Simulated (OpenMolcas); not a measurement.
**Os³⁺ among point charges: CASSCF and CASPT2 levels and susceptibility**

Aim: the splitting of the states of Os³⁺ in the field of 4 point charges, its lowest levels with spin-orbit coupling and its magnetic susceptibility.

The numbers are computed with OpenMolcas 26.06 (state-averaged CASSCF and CASPT2, spin-orbit coupling by RASSI with atomic mean-field integrals), except any that are marked as measured or tabulated.

## (1) The system

| Item | Value |
| --- | --- |
| Species | Os³⁺ (osmium, Z = 76, 73 electrons) |
| Basis | ANO-RCC-VDZP [7s6p4d2f1g], 68 functions |
| Scalar Hamiltonian | DKH2, point nucleus |
| Inactive shells | 1s 2s 2p 3s 3p 3d 4s 4p 4d 4f 5s 5p |
| Active space | 5 electrons in 5 orbitals (5d) |
| Some configurations of this space | 5d⁵ |
| Orbitals | optimised for each spin and parity, averaged over all roots |

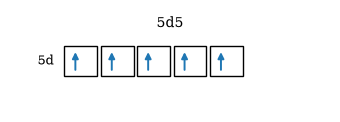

Outer shells as boxes.

The ion sits among 4 point charges of -0.75 e arranged as a square (D4h), 1.85 Å from the ion.

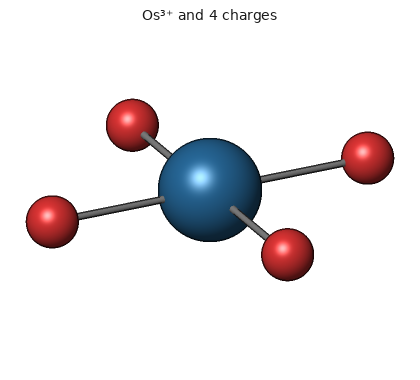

The ion and the point charges (red).

Each step is its own input file, run in one work folder so that later steps find the files of earlier ones. Labels, J, g values, rates, χT and fits are worked out afterwards by a script from the matrices that RASSI stores. The input lists half of the charges; inversion (Group=XYZ) makes the rest.

## (2) One- and two-electron integrals

Contents of a.inp:

```
&GATEWAY
Coord
1

Os 0.0 0.0 0.0
Basis=ANO-RCC-VDZP
Group=XYZ
NoMove
AngMom=0.0 0.0 0.0
AMFI
XField
2 Angstrom 0
1.850000 0.000000 0.000000 -0.750000
0.000000 1.850000 0.000000 -0.750000
&SEWARD
```

Launch:

```
$ OMP_NUM_THREADS=1 MOLCAS_MEM=1689 MOLCAS_PROJECT=a pymolcas a.inp > a.log
```

## (3) CASSCF: sextets of even parity, 1 root

Contents of a.inp:

```
&RASSCF
FileOrb=start.orb
Symmetry=1
Spin=6
nActEl=5 0 0
Inactive=15 19
Ras2=5 0
CIRoot=1 1 1
SDav=1
CIMx=300
Iter=120 100
PrWF=0.3
OrbListing=Nothing
MaxOrb=0
>>> COPY $Project.JobIph JOB001
```

start.orb holds the contracted functions of the basis, ordered by shell, or the orbitals of the step before.

## (4) Reference wave functions, quartets of even parity, 24 roots

Contents of a.inp:

```
&RASSCF
FileOrb=start.orb
Symmetry=1
Spin=4
nActEl=5 0 0
Inactive=15 19
Ras2=5 0
CIRoot=24 24 1
SDav=24
CIMx=300
Iter=120 100
PrWF=0.3
OrbListing=Nothing
MaxOrb=0
>>> COPY $Project.JobIph JOB002
```

## (5) CASSCF: doublets of even parity, 75 roots

Contents of a.inp:

```
&RASSCF
FileOrb=start.orb
Symmetry=1
Spin=2
nActEl=5 0 0
Inactive=15 19
Ras2=5 0
CIRoot=75 75 1
SDav=75
CIMx=300
Iter=120 100
PrWF=0.3
OrbListing=Nothing
MaxOrb=0
>>> COPY $Project.JobIph JOB003
```

## (6) RASSI: spin-orbit coupling between the states

Contents of a.inp:

```
&RASSI
NrOfJobIphs=3 1 24 75
1
1 2 3 4 5 6 7 8 9 10 11 12 13 14 15 16 17 18 19 20 21 22 23 24
1 2 3 4 5 6 7 8 9 10 11 12 13 14 15 16 17 18 19 20 21 22 23 24 25 26 27
28 29 30 31 32 33 34 35 36 37 38 39 40 41 42 43 44 45 46 47 48 49 50 51
52 53 54 55 56 57 58 59 60 61 62 63 64 65 66 67 68 69 70 71 72 73 74 75
IphNames
JOB001
JOB002
JOB003
EJob
SpinOrbit
DIPRint=1.0
SOCoupling=1000.0
Subsets=2
Property=9
'ANGMOM' 1 'ANGMOM' 2 'ANGMOM' 3 'MLTPL  1' 1 'MLTPL  1' 2 'MLTPL  1' 3
'AMFI' 1 'AMFI' 2 'AMFI' 3
SOProperty=3
'ANGMOM' 1 'ANGMOM' 2 'ANGMOM' 3
```

## (7) CASPT2: IPEA 0.25, imaginary shift 0.1 (closed shells correlated: 5s 5p)

Contents of a.inp:

```
>>> COPY JOB001 $Project.JobIph
&CASPT2
Multistate=1 1
Frozen=14 16
IPEA=0.25
Imaginary=0.1
MaxIter=60
WThr=0.0 0.3 0.05
PrWF=0.5
NoMix
>>> COPY JOB002 $Project.JobIph
&CASPT2
Multistate=24 1 2 3 4 5 6 7 8 9 10 11 12 13 14 15 16 17 18 19 20 21 22
23 24
NoMult
Frozen=14 16
IPEA=0.25
Imaginary=0.1
MaxIter=60
WThr=0.0 0.3 0.05
PrWF=0.5
NoMix
>>> COPY JOB003 $Project.JobIph
&CASPT2
Multistate=75 1 2 3 4 5 6 7 8 9 10 11 12 13 14 15 16 17 18 19 20 21 22
23 24 25 26 27 28 29 30 31 32 33 34 35 36 37 38 39 40 41 42 43 44 45 46
47 48 49 50 51 52 53 54 55 56 57 58 59 60 61 62 63 64 65 66 67 68 69 70
71 72 73 74 75
NoMult
Frozen=14 16
IPEA=0.25
Imaginary=0.1
MaxIter=60
WThr=0.0 0.3 0.05
PrWF=0.5
NoMix
```

(Steps that only read results are left out.)

What does the calculation give? Wanted: spin-free ground state; lowest level; next level.

As calculated:

```
                 quantity                                                                        value
                   method  SS-CASPT2, IPEA 0.25, imaginary shift 0.1 (closed shells correlated: 5s 5p)
   spin-free ground state                                              6A1, 1-fold in its orbital part
             lowest level                                            2-fold E1/2, g = 1.91, 5.73, 5.73
               next level                                                                   320.3 cm⁻¹
              χT at 300 K                                                               3.64 cm³ K/mol
effective moment at 300 K                                                                      5.39 μB
```

Cost by method:

```tsv
method	time of its own steps	time with the reference
A. CASSCF	26 s	26 s
B. SS-CASPT2, IPEA 0.25, imaginary shift 0.1, +5s 5p	12 s	39 s
```

Times are of one thread on a shared host.

What this shows: The spin-free ground state (6A1) comes to 100 % from free-ion S terms and keeps the highest spin of the shell. χT at 300 K is 3.64, against 4.39 cm³ K/mol for the spin alone, so spin-orbit coupling lowers it. An active space of the d shell alone favours high spin; real ions in strong fields can be low spin. The field of point charges can differ much from that of real complexes. With metal d orbitals alone active, the gaps between spin states are rough; where two lie within a few thousand cm-1, their order is open. This is an electrostatic model: the charges have no orbitals.
